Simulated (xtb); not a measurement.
**Geometry relaxation, with input and output: C₂H₃NO (part 3 of 3)**

Continued. System: C₂H₃NO, SMILES N=C1CO1. Method: GFN1-xTB (xtb 6.7.1 later snapshot). 

Geometry of the input (Å):
```
N  -1.4700  0.4084  -0.7535
C  -0.5135  -0.0679  -0.1883
C  0.9013  -0.2604  0.3635
O  -0.0928  -1.0528  0.6283
H  -1.3702  1.2333  -1.3027
H  1.0108  0.3964  1.3411
H  1.7691  -0.4266  -0.1604
```

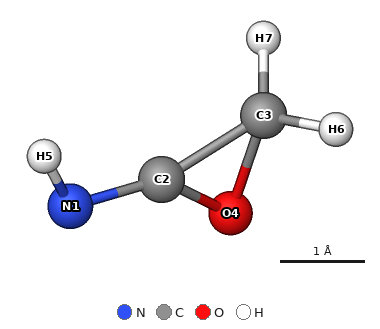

Fig. 1: The geometry at step 6 of the log (ball-and-stick view, seen at a tilt; atoms are numbered from 1 in the order of the input).

Output, continued:
```
         #    Occupation            Energy/Eh            Energy/eV
      -------------------------------------------------------------
         1        2.0000           -0.8277572             -22.5244
         2        2.0000           -0.7753292             -21.0978
         3        2.0000           -0.6887451             -18.7417
         4        2.0000           -0.6593424             -17.9416
         5        2.0000           -0.6313526             -17.1800
         6        2.0000           -0.5991262             -16.3031
         7        2.0000           -0.5669855             -15.4285
         8        2.0000           -0.5404277             -14.7058
         9        2.0000           -0.5192658             -14.1299
        10        2.0000           -0.4663777             -12.6908
        11        2.0000           -0.4392272             -11.9520 (HOMO)
        12                         -0.2481983              -6.7538 (LUMO)
        13                         -0.1456115              -3.9623
        14                         -0.1248548              -3.3975
        15                         -0.1014383              -2.7603
        16                         -0.0979608              -2.6656
        17                          0.1257104               3.4208
        18                          0.1910645               5.1991
        19                          0.2927681               7.9666
        20                          0.3123115               8.4984
        21                          0.3652760               9.9397
        22                          0.8944486              24.3392
      -------------------------------------------------------------
                  HL-Gap            0.1910290 Eh            5.1982 eV
             Fermi-level           -0.3437128 Eh           -9.3529 eV

  Mulliken/CM5 charges         n(s)   n(p)   n(d)
     1     -0.43978 -0.72299   1.511  3.928  0.000
     2      0.42616  0.53806   0.959  2.615  0.000
     3      0.11318  0.03938   0.997  2.890  0.000
     4     -0.40071 -0.46502   1.732  4.668  0.000
     5      0.20994  0.39727   0.790  0.000  0.000
     6      0.04560  0.10665   0.954  0.000  0.000
     7      0.04560  0.10665   0.954  0.000  0.000

Wiberg/Mayer (AO) data.
largest (>0.10) Wiberg bond orders for each atom

 ---------------------------------------------------------------------------
     #   Z sym  total        # sym  WBO       # sym  WBO       # sym  WBO
 ---------------------------------------------------------------------------
     1   7      3.042 --     2      1.874     5      0.934     4      0.143
     2   6      3.882 --     1      1.874     4      1.068     3      0.924
     3   6      3.826 --     6      0.976     7      0.976     2      0.924
                             4      0.859
     4   8      2.129 --     2      1.068     3      0.859     1      0.143
     5   1      0.974 --     1      0.934
     6   1      1.011 --     3      0.976
     7   1      1.011 --     3      0.976
 ---------------------------------------------------------------------------

Topologies differ in total number of bonds
Writing topology from bond orders to xtbtopo.mol

 dipole moment from electron density (au)
     X       Y       Z
   1.1940   1.1089  -0.1532  total (Debye):    4.160

           -------------------------------------------------
          |                Geometry Summary                 |
           -------------------------------------------------

      molecular mass/u    :       57.0514022
   center of mass at/Å    :       -0.3003947      -0.2579403       0.0214553
  moments of inertia/u·Å² :        0.1924265E+02   0.6525507E+02   0.8107777E+02
rotational constants/cm⁻¹ :        0.8760555E+00   0.2583344E+00   0.2079193E+00

 * 5 selected distances

     #   Z          #   Z                                           value/Å
     1   7          2   6                                         1.2374332
     2   6          3   6                                         1.4484222 (max)
     2   6          4   8                                         1.3199022
     3   6          6   1                                         1.0856373 (min)
     3   6          7   1                                         1.0856517

 * 4 distinct bonds (by element types)

   Z      Z             #   av. dist./Å        max./Å        min./Å
   1 H    6 C           2     1.0856445     1.0856517     1.0856373
   6 C    6 C           1     1.4484222     1.4484222     1.4484222
   6 C    7 N           1     1.2374332     1.2374332     1.2374332
   6 C    8 O           1     1.3199022     1.3199022     1.3199022

           -------------------------------------------------
          |               Frequency Printout                |
           -------------------------------------------------
 projected vibrational frequencies (cm⁻¹)
eigval :       -0.00    -0.00    -0.00    -0.00     0.00     0.00
eigval :      401.76   432.08   799.43   858.92   926.19   942.08
Molecule has the following symmetry elements: (sigma)
It seems to be the Cs point group
eigval :     1079.78  1118.20  1144.26  1238.32  1421.66  1991.71
eigval :     3072.27  3117.89  3416.18
 reduced masses (amu)
    1:      3.32    2:      5.35    3:      5.98    4:      7.99    5:      5.41    6:      8.73
    7:      3.59    8:      3.58    9:      1.14   10:      9.85   11:      1.33   12:      1.85
   13:      1.51   14:      1.21   15:      2.13   16:      4.04   17:      1.20   18:     10.67
   19:      1.05   20:      1.11   21:      1.08
 IR intensities (km·mol⁻¹)
    1:     16.74    2:      4.95    3:      2.59    4:     13.84    5:      5.16    6:      2.20
    7:     28.34    8:     12.26    9:     82.91   10:     17.02   11:     23.15   12:    100.14
   13:    130.30   14:      5.61   15:     23.61   16:    181.08   17:      1.67   18:    521.06
   19:      6.11   20:      7.53   21:      6.19
 Raman intensities (Ä⁴*amu⁻¹)
    1:      0.00    2:      0.00    3:      0.00    4:      0.00    5:      0.00    6:      0.00
    7:      0.00    8:      0.00    9:      0.00   10:      0.00   11:      0.00   12:      0.00
   13:      0.00   14:      0.00   15:      0.00   16:      0.00   17:      0.00   18:      0.00
   19:      0.00   20:      0.00   21:      0.00
 output can be read by thermo (or use thermo option).
 writing <g98.out> molden fake output.
 recommended (thermochemical) frequency scaling factor: 1.0
           -------------------------------------------------
          |             Thermodynamic Functions             |
           -------------------------------------------------

cs  symmetry found (for desy threshold:  0.10E+00) used in thermo

          ...................................................
          :                      SETUP                      :
          :.................................................:
          :  # frequencies                          15      :
          :  # imaginary freq.                       0      :
          :  linear?                             false      :
          :  only rotor calc.                    false      :
          :  symmetry                               cs      :
          :  rotational number                       1      :
          :  scaling factor                  1.0000000      :
          :  rotor cutoff                   50.0000000 cm⁻¹ :
          :  imag. cutoff                  -20.0000000 cm⁻¹ :
          :.................................................:

    mode    ω/cm⁻¹     T·S(HO)/kcal·mol⁻¹    T·S(FR)/kcal·mol⁻¹   T·S(vib)
   ------------------------------------------------------------------------
   ------------------------------------------------------------------------

   temp. (K)  partition function   enthalpy   heat capacity  entropy
                                   cal/mol     cal/K/mol   cal/K/mol   J/K/mol
 298.15  VIB   1.44                  575.107      6.086      2.655
         ROT  0.244E+05              888.727      2.981     23.054
         INT  0.351E+05             1463.834      9.067     25.709
         TR   0.132E+26             1481.212      4.968     38.045
         TOT                        2945.0464    14.0346    63.7542   266.7477

       T/K    H(0)-H(T)+PV         H(T)/Eh          T*S/Eh         G(T)/Eh
   ------------------------------------------------------------------------
    298.15    0.469323E-02    0.547234E-01    0.302917E-01    0.244318E-01
   ------------------------------------------------------------------------

         :::::::::::::::::::::::::::::::::::::::::::::::::::::
         ::                  THERMODYNAMIC                  ::
         :::::::::::::::::::::::::::::::::::::::::::::::::::::
         :: total free energy         -13.651488797258 Eh   ::
         ::.................................................::
         :: total energy              -13.675920549040 Eh   ::
         :: zero point energy           0.050030217541 Eh   ::
         :: G(RRHO) w/o ZPVE           -0.025598465759 Eh   ::
         :: G(RRHO) contrib.            0.024431751782 Eh   ::
         :::::::::::::::::::::::::::::::::::::::::::::::::::::

optimized geometry written to: xtbopt.xyz

           -------------------------------------------------
          | TOTAL ENERGY              -13.675920549040 Eh   |
          | TOTAL ENTHALPY            -13.621197101368 Eh   |
          | TOTAL FREE ENERGY         -13.651488797258 Eh   |
          | GRADIENT NORM               0.000037554911 Eh/α |
          | HOMO-LUMO GAP               5.198162319832 eV   |
           -------------------------------------------------

------------------------------------------------------------------------
------------------------------------------------------------------------
 total:
 *  cpu-time:     0 d,  0 h,  0 min,  0.221 sec
 * ratio c/w:     1.000 speedup
 SCF:
 *  cpu-time:     0 d,  0 h,  0 min,  0.005 sec
 * ratio c/w:     1.000 speedup
 ANC optimizer:
 *  cpu-time:     0 d,  0 h,  0 min,  0.050 sec
 * ratio c/w:     0.999 speedup
 analytical hessian:
 *  cpu-time:     0 d,  0 h,  0 min,  0.158 sec
 * ratio c/w:     1.000 speedup
```

File vibspectrum:
```
$vibrational spectrum
#  mode     symmetry     wave number   IR intensity    selection rules
#                         cm**(-1)      (km*mol⁻¹)        IR
     1                      -0.00         0.00000          -
     2                      -0.00         0.00000          -
     3                      -0.00         0.00000          -
     4                      -0.00         0.00000          -
     5                       0.00         0.00000          -
     6                       0.00         0.00000          -
     7        a            401.76        28.33552         YES
     8        a            432.08        12.25823         YES
     9        a            799.43        82.90925         YES
    10        a            858.92        17.01696         YES
    11        a            926.19        23.14775         YES
    12        a            942.08       100.13941         YES
    13        a           1079.78       130.30297         YES
    14        a           1118.20         5.61385         YES
    15        a           1144.26        23.60645         YES
    16        a           1238.32       181.08145         YES
    17        a           1421.66         1.67451         YES
    18        a           1991.71       521.06250         YES
    19        a           3072.27         6.10539         YES
    20        a           3117.89         7.53126         YES
    21        a           3416.18         6.19174         YES
$end
```

File xtbopt.xyz:
```
7
 energy: -13.675920549040 gnorm: 0.000037553546 xtb: 6.7.1
N           -1.45144970694185        0.34338915050971       -0.79324881507240
C           -0.48922459059446       -0.09402681290602       -0.14979666496259
C            0.84777235979278       -0.11619036129244        0.40686688196270
O           -0.16358305853053       -1.14056625637679        0.58563130941174
H           -1.28789051944482        1.24150473010875       -1.24417450951937
H            1.08332445110358        0.43177507987299        1.31398169050231
H            1.69562201947823       -0.43546688392737       -0.19134111328439
```

Standard error:
```
normal termination of xtb
```

Trajectory as extended XYZ (Å, eV, eV/Å), 12 frames, from step=0 to step=11:
```
7
Properties=species:S:1:pos:R:3 step=0 energy=-371.04412
N    -1.4700    0.4084   -0.7535
C    -0.5135   -0.0679   -0.1883
C     0.9013   -0.2604    0.3635
O    -0.0928   -1.0528    0.6283
H    -1.3702    1.2333   -1.3027
H     1.0108    0.3964    1.3411
H     1.7691   -0.4266   -0.1604
7
Properties=species:S:1:pos:R:3 step=1 energy=-371.89806
N    -1.4671    0.3918   -0.7641
C    -0.5016   -0.0856   -0.1637
C     0.8765   -0.2174    0.3961
O    -0.1500   -1.1206    0.6042
H    -1.3490    1.2489   -1.2886
H     1.0542    0.4292    1.3007
H     1.7715   -0.4158   -0.1567
7
Properties=species:S:1:pos:R:3 step=2 energy=-372.11214
N    -1.4552    0.3553   -0.7884
C    -0.4880   -0.0835   -0.1495
C     0.8525   -0.1458    0.4043
O    -0.1734   -1.1275    0.5997
H    -1.3285    1.2473   -1.2698
H     1.0870    0.4065    1.3026
H     1.7403   -0.4219   -0.1710
7
Properties=species:S:1:pos:R:3 step=3 energy=-372.13383
N    -1.4508    0.3500   -0.7855
C    -0.4844   -0.0857   -0.1481
C     0.8473   -0.1285    0.4069
O    -0.1743   -1.1388    0.5874
H    -1.3090    1.2406   -1.2608
H     1.0881    0.4212    1.3108
H     1.7177   -0.4284   -0.1828
7
Properties=species:S:1:pos:R:3 step=4 energy=-372.13896
N    -1.4493    0.3402   -0.7966
C    -0.4849   -0.0882   -0.1502
C     0.8480   -0.1193    0.4081
O    -0.1708   -1.1395    0.5852
H    -1.3013    1.2443   -1.2464
H     1.0894    0.4298    1.3151
H     1.7034   -0.4368   -0.1873
7
Properties=species:S:1:pos:R:3 step=5 energy=-372.14016
N    -1.4519    0.3455   -0.7893
C    -0.4859   -0.0896   -0.1517
C     0.8495   -0.1153    0.4081
O    -0.1656   -1.1404    0.5821
H    -1.2937    1.2380   -1.2494
H     1.0861    0.4293    1.3179
H     1.6960   -0.4371   -0.1899
7
Properties=species:S:1:pos:R:3 step=6 energy=-372.14060
N    -1.4511    0.3431   -0.7929
C    -0.4864   -0.0911   -0.1514
C     0.8498   -0.1168    0.4078
O    -0.1646   -1.1398    0.5842
H    -1.2933    1.2415   -1.2450
H     1.0836    0.4316    1.3147
H     1.6966   -0.4380   -0.1895
7
Properties=species:S:1:pos:R:3 step=7 energy=-372.14067
N    -1.4517    0.3428   -0.7941
C    -0.4879   -0.0921   -0.1508
C     0.8489   -0.1164    0.4070
O    -0.1640   -1.1385    0.5859
H    -1.2921    1.2417   -1.2457
H     1.0848    0.4295    1.3161
H     1.6966   -0.4365   -0.1906
7
Properties=species:S:1:pos:R:3 step=8 energy=-372.14074
N    -1.4514    0.3434   -0.7930
C    -0.4885   -0.0935   -0.1501
C     0.8482   -0.1166    0.4069
O    -0.1634   -1.1401    0.5856
H    -1.2891    1.2417   -1.2445
H     1.0827    0.4315    1.3139
H     1.6961   -0.4360   -0.1910
7
Properties=species:S:1:pos:R:3 step=9 energy=-372.14076
N    -1.4515    0.3434   -0.7931
C    -0.4890   -0.0938   -0.1499
C     0.8478   -0.1161    0.4070
O    -0.1635   -1.1406    0.5854
H    -1.2881    1.2414   -1.2443
H     1.0834    0.4318    1.3141
H     1.6955   -0.4357   -0.1913
7
Properties=species:S:1:pos:R:3 step=10 energy=-372.14076
N    -1.4515    0.3434   -0.7933
C    -0.4892   -0.0940   -0.1498
C     0.8478   -0.1162    0.4069
O    -0.1636   -1.1406    0.5856
H    -1.2879    1.2415   -1.2442
H     1.0834    0.4318    1.3140
H     1.6956   -0.4355   -0.1913
7
Properties=species:S:1:pos:R:3 step=11 energy=-372.14076
N    -1.4514    0.3434   -0.7933
C    -0.4892   -0.0940   -0.1498
C     0.8478   -0.1162    0.4069
O    -0.1636   -1.1406    0.5856
H    -1.2879    1.2415   -1.2442
H     1.0833    0.4318    1.3140
H     1.6956   -0.4355   -0.1913
```

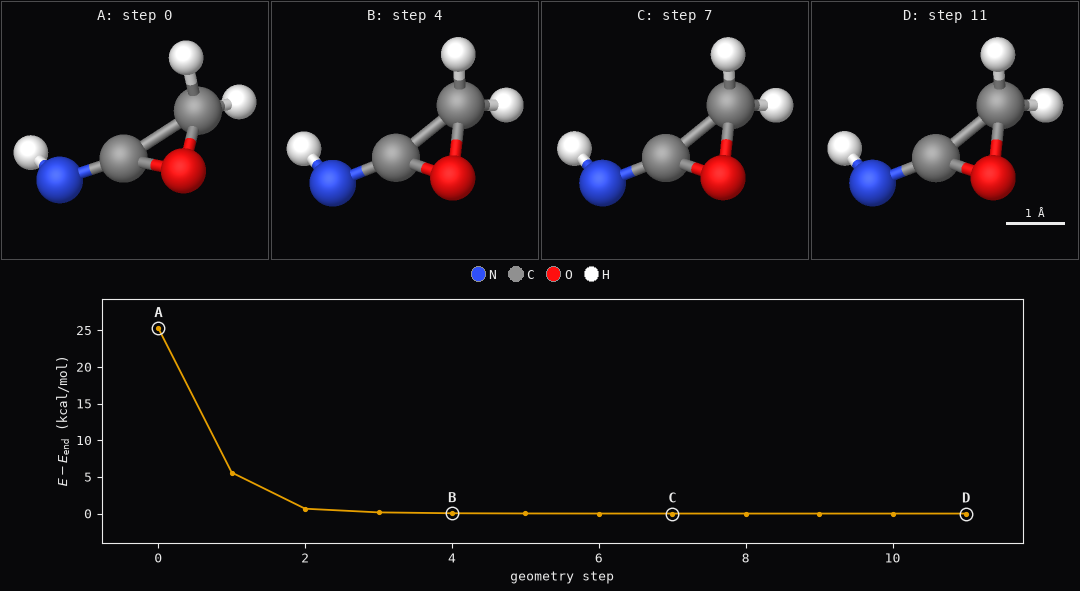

Fig. 2: Frames of the relaxation (ball-and-stick view, seen at a tilt) above the curves, on which the letters mark them (steps are counted from 0).

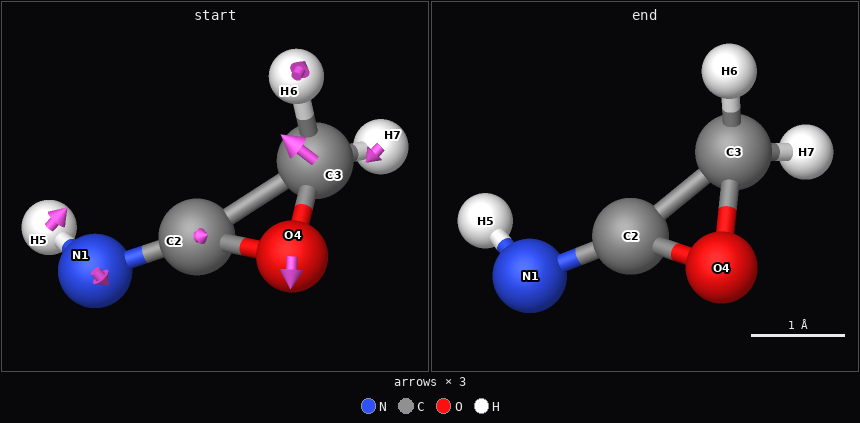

Fig. 3: Before (left) and after (right) the relaxation, at one scale (ball-and-stick view, seen at a tilt). The pink arrows give the displacements, magnified 3 times. The largest move after the best rigid fit is that of C3, 0.16 Å. By element the largest moves are C 0.16 Å, O 0.12 Å, H 0.10 Å, N 0.08 Å. Among the contacts that change: C3–O4 1.299 → 1.451 Å, C3–H6 1.183 → 1.086 Å, C2–C3 1.531 → 1.448 Å, C3–H7 1.027 → 1.086 Å. Among the angles that change: O4–C3–H7 130.7° → 113.9°, C2–C3–H6 108.3° → 120.9°, O4–C3–H6 104.0° → 113.9°. The energy falls by 25.3 kcal/mol in 11 geometry steps. (Atoms are counted from 1 in the order of the input.)

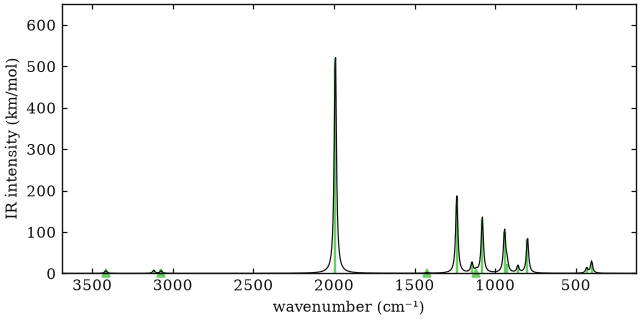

Fig. 4: Harmonic infrared spectrum, unscaled: sticks (degenerate modes added up, dark ones marked on the axis) with a Lorentzian envelope of 16 cm⁻¹ full width, scaled to the tallest stick. 15 modes from 402 to 3416 cm⁻¹, none imaginary. The strongest line is at 1992 cm⁻¹ (521 km/mol). All modes, in cm⁻¹ (km/mol): 402 (28), 432 (12.3), 799 (83), 859 (17.0), 926 (23), 942 (100), 1080 (130), 1118 (5.6), 1144 (24), 1238 (181), 1422 (1.7), 1992 (521), 3072 (6.1), 3118 (7.5), 3416 (6.2).

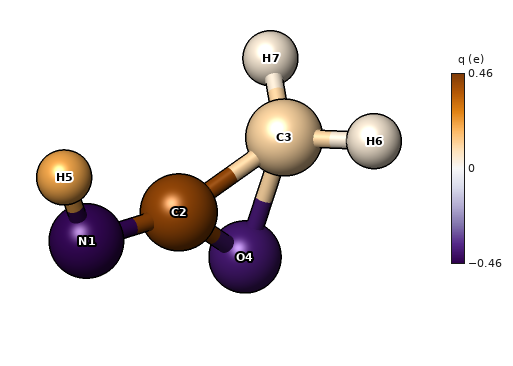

Fig. 5: Mulliken charges, as the colour of each atom (ball-and-stick view, seen at a tilt; atoms are numbered from 1 in the order of the input). By element: N −0.44, C +0.11 to +0.43, O −0.40 and H +0.05 to +0.21 e.

Results in brief:

| quantity | value |
| --- | --- |
| outcome | converged |
| electrons treated | 22 |
| total energy | −13.675921 hartree |
| dispersion energy | −0.001479 hartree |
| basis functions | 22 |
| HOMO | −11.95 eV |
| LUMO | −6.75 eV |
| zero-point energy | 0.050030 hartree |
| dipole moment | 4.16 D |
| wavenumbers, lowest and highest | 402 and 3416 cm⁻¹ |
| hardware | 1 thread of Arm Neoverse N1, 16 GiB of memory available, shared host |
| peak memory | 0.075 GiB |
